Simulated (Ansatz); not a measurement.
```xyz
7

C    -0.6824   -1.8925   -0.7800
F    -3.8378   -1.7212    2.6537
Mg   -2.6651   -1.3227    1.4372
N    -1.2617   -1.0192   -0.0411
H    -0.9130   -2.9610   -0.6684
H     0.0569   -1.6096   -1.5429
H    -0.9551   -0.0597   -0.2488
```

Geometry: B3LYP-D3(BJ)/def2-SVP.

The calculation used isolated molecule in a Gaussian basis; Kohn-Sham density functional theory, functional PBE0 (Ansatz 0.2.0).

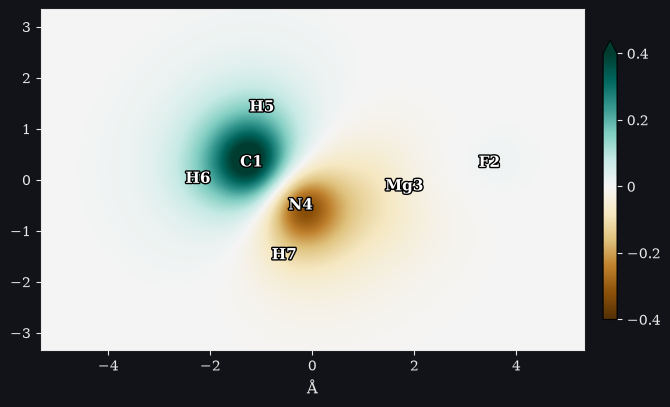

CH3FMgN (charge +1). The LUMO on a plane 0.8 Å above the molecular plane (values in Å⁻³ᐟ²; the overall sign is arbitrary).

### What is the character of this orbital?

It lies mainly on C1 (about 50 %) and N4 (about 30 %); it changes sign across the molecular plane (π type); π-antibonding (a node) across C1–N4. Its energy is −7.62 eV.
